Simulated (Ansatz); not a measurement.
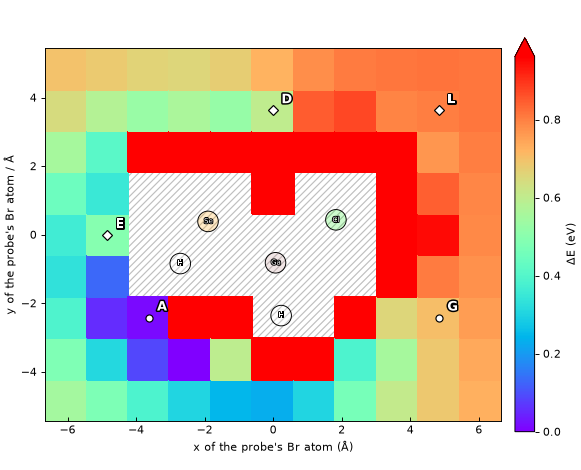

ClGaH₂Se (SMILES [Cl][GaH][SeH]) with the probe Br-. The probe is moved over the molecule's main plane. First axis: x of the probe's Br atom. Second axis: y of the probe's Br atom. Nothing is relaxed (molecule and probe rigid). Grid: 11 × 9 points. At 19 points there is no value (left out of the scan, as a rule where atoms come close). Points are written as (first, second). Energies: eV, counted from the lowest grid point. Energies and slopes of some neighbouring points disagree (a jump in structure or state, or too coarse a mesh). All numbers below come from RKS PBE0-D4/def2-SVPD in Ansatz.

The picture shows one coloured cell a grid point, labelled circles for the molecule's atoms, projected on the plane, one colour for all values above the top of the scale, hatched blanks where no value was computed, lettered points.

**Rank the lettered points by energy, lowest first.**

A (0.014 eV), E (0.49 eV), D (0.60 eV), G (0.71 eV), L (0.80 eV).
